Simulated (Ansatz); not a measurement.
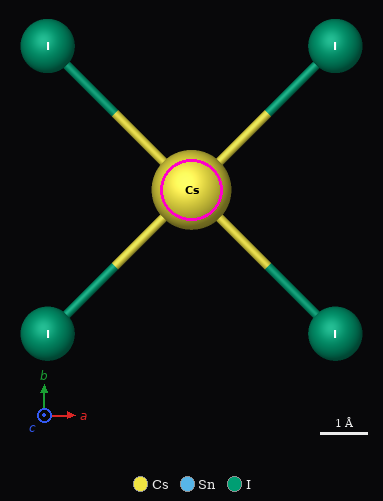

Perfect CsSnI$_{3}$. Style: ball-and-stick. Shown: the atoms within 6.0 Å of one point, in a slice 3.4 Å thick across the line of sight, along the c axis.

Theory: Ansatz 0.2.0, DFT, PBEsol, PAW, plane waves. Settings: plane-wave cutoff 420 eV; k-point mesh 1 × 1 × 1; mesh shifted by (0.25, 0.25, 0.25); collinear spin. Fermi-Dirac smearing of 0.01 eV. A uniform background neutralises the charged cell. The axes drawn are those of the host's conventional cell.

A caesium atom is replaced by manganese at the ringed place, in charge state −1. The supercell has 40 sites, and the atoms are relaxed at the host's cell.

How do the neighbours respond?

In the host the Cs atom has ; the Mn atom ends with 1 Sn at 2.47 Å, 4 I at 2.58 to 2.67 Å. Of the host's atoms, an iodine atom moves furthest from its site, by 2.38 Å. The Mn atom itself moves 4.33 Å from where it was put. The cell's net moment is 1.00 μB.

The relaxed defect, seen from the same direction:

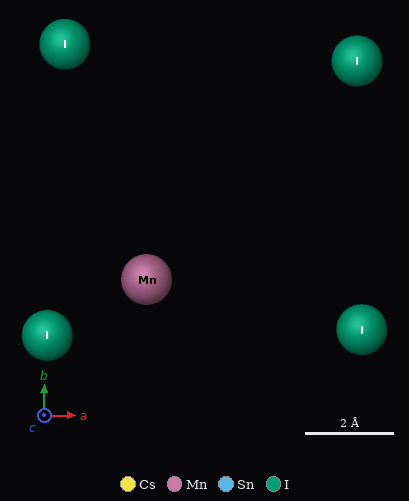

Limits of the set-up: the cell is charged, on a uniform background, and energies carry no finite-size correction.
